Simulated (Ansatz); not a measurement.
**GeH6OSi: energies of removing a hydrogen, by script**

The task is energies of removing a hydrogen, for GeH6OSi. SMILES: [OH][GeH2][SiH3].

All numbers are computed with the Python package of Ansatz 0.2.0. Level of theory: PBE/6-31G*.

## 1. The structure

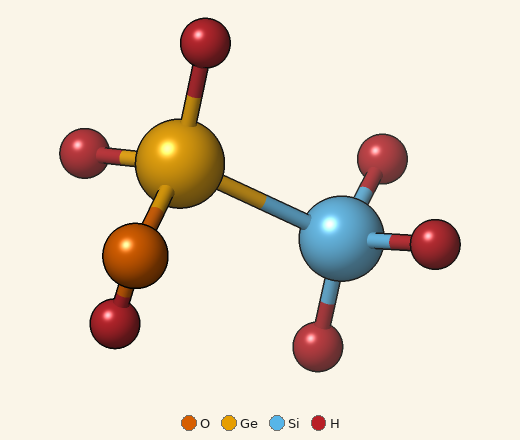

The starting structure, viewed from a chosen angle; oxygen orange, germanium amber, silicon blue, hydrogen red.

The script holds or builds the structure itself.

## 2. Script

bde_geh6osi.py

```python
'''Cost of removing each kind of hydrogen from GeH6OSi, fragments frozen.'''

import ansatz


def energy_of(molecule, charge=0, unpaired=0):
    calc = (
        molecule.calculation()
        .basis(gaussian='6-31G*')
        .functional('pbe')
        .scf(lower_state_search='off')
    )
    if charge:
        calc = calc.charge(charge)
    if unpaired:
        calc = calc.spin('collinear', total=unpaired)
    return calc.run(threads=1, backend='cpu').report['free_energy_ev']

GEOMETRY = '''
O    -1.65990    0.95100   -0.79770
Ge    0.04250    0.89110   -0.47730
Si    0.44450   -0.96990    0.80830
H    -1.83770    0.18520   -1.32740
H     0.82360    0.77440   -1.83170
H     0.50290    2.18200    0.28070
H     1.94680   -1.05380    1.09750
H     0.07850   -2.16030    0.09690
H    -0.25280   -0.84600    2.13370
'''

def without(molecule, index):
    rest = ansatz.Crystal.molecule()
    for i, site in enumerate(molecule.cartesian_sites):
        if i != index:
            rest = rest.atom(site.symbol, site.position_ang)
    return rest

molecule = ansatz.Crystal.molecule()
for line in GEOMETRY.strip().splitlines():
    symbol, *xyz = line.split()
    molecule = molecule.atom(symbol, [float(v) for v in xyz])

whole = energy_of(molecule, 0)
hydrogen = energy_of(ansatz.Crystal.molecule().atom('H', (0, 0, 0)), 0, 1)
print(f'E(molecule) = {whole:.5f} eV, E(H) = {hydrogen:.5f} eV')
for index in [3, 5, 8]:
    radical = energy_of(without(molecule, index), 0, 1)
    print(f'H{index}: homolysis {(radical + hydrogen - whole):.3f} eV')
```

## 3. The input behind the calls

The package turns the script's settings into the engine's input (first run):

```yaml
crystal:
  periodic: [false, false, false]
  atoms:
    - { symbol: O, position_ang: [-1.6599, 0.951, -0.7977] }
    - { symbol: Ge, position_ang: [0.0425, 0.8911, -0.4773] }
    - { symbol: Si, position_ang: [0.4445, -0.9699, 0.8083] }
    - { symbol: H, position_ang: [-1.8377, 0.1852, -1.3274] }
    - { symbol: H, position_ang: [0.8236, 0.7744, -1.8317] }
    - { symbol: H, position_ang: [0.5029, 2.182, 0.2807] }
    - { symbol: H, position_ang: [1.9468, -1.0538, 1.0975] }
    - { symbol: H, position_ang: [0.0785, -2.1603, 0.0969] }
    - { symbol: H, position_ang: [-0.2528, -0.846, 2.1337] }
basis:
  gaussian:
    orbitals: "6-31G*"
hamiltonian:
  xc: pbe
scf:
  lower_state_search: "off"
```

## 4. Running it

Command:

```sh
$ python bde_geh6osi.py
```

The log of the run:

```text
E(molecule) = -66517.06136 eV, E(H) = -13.53580 eV
H3: homolysis 4.617 eV
H5: homolysis 3.616 eV
H8: homolysis 3.836 eV
```

Wall time 9.9 s (1 thread of Arm Neoverse V1, shared host); peak memory 0.17 GiB.

## 5. What changed from run to run

The engine's inputs for some of the other runs:

Run 2, against run 1:

```diff
@@ -4,9 +4 @@
-    - { symbol: O, position_ang: [-1.6599, 0.951, -0.7977] }
-    - { symbol: Ge, position_ang: [0.0425, 0.8911, -0.4773] }
-    - { symbol: Si, position_ang: [0.4445, -0.9699, 0.8083] }
-    - { symbol: H, position_ang: [-1.8377, 0.1852, -1.3274] }
-    - { symbol: H, position_ang: [0.8236, 0.7744, -1.8317] }
-    - { symbol: H, position_ang: [0.5029, 2.182, 0.2807] }
-    - { symbol: H, position_ang: [1.9468, -1.0538, 1.0975] }
-    - { symbol: H, position_ang: [0.0785, -2.1603, 0.0969] }
-    - { symbol: H, position_ang: [-0.2528, -0.846, 2.1337] }
+    - { symbol: H, position_ang: [0.0, 0.0, 0.0] }
@@ -17,0 +10,3 @@
+magnetization:
+  spin_polarized: true
+  initial_magnetization: 1.0
```

Run 4, against run 1:

```diff
@@ -9 +8,0 @@
-    - { symbol: H, position_ang: [0.5029, 2.182, 0.2807] }
@@ -17,0 +17,3 @@
+magnetization:
+  spin_polarized: true
+  initial_magnetization: 1.0
```

Run 5, against run 1:

```diff
@@ -12 +11,0 @@
-    - { symbol: H, position_ang: [-0.2528, -0.846, 2.1337] }
@@ -17,0 +17,3 @@
+magnetization:
+  spin_polarized: true
+  initial_magnetization: 1.0
```

## 6. What the script built

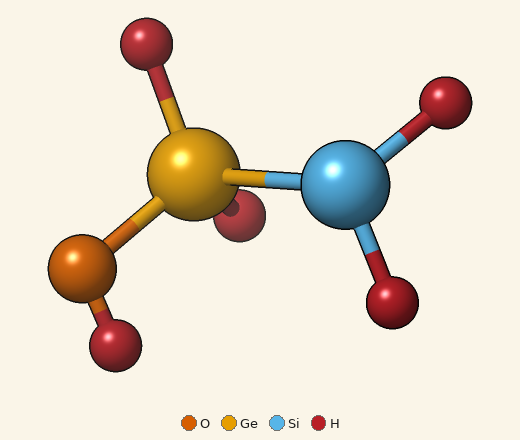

The system of run 5 as the script built it (8 atoms; oxygen orange, germanium amber, silicon blue, hydrogen red).

Lines on the test bed's own set-up are left out of the output.

## 7. The engine's runs

One row for each of the 5 runs:

```csv
run,system,unpaired or total moment,energy (eV),<S²>,SCF cycles,CPU time (s)
1,GeH6OSi,not set,-66517.0614,0.00,17,1.2
2,H,1,-13.5358,0.75,8,0.03
3,GeH5OSi,1,-66498.9086,0.75,24,3.7
4,GeH5OSi,1,-66499.9095,0.75,19,2.2
5,GeH5OSi,1,-66499.6895,0.75,20,2.2
```

Totals carry meaning only in balanced differences at one level of theory.

## 8. Outcome

| quantity | value |
| --- | --- |
| weakest bond to hydrogen among those tried (homolysis) | H5 (counted from 0), 3.616 eV |
| runs compared | 5 |

What this shows: Atoms are numbered as in the script, from 0. The fragments aren't relaxed and zero-point energy is left out, so these aren't bond dissociation enthalpies. All 5 runs converged, in 8 to 24 cycles. The geometry is a force-field or estimated start, not a minimum of this method, and the basis set is short of its limit. All parts are taken at fixed geometry, without zero-point energy.
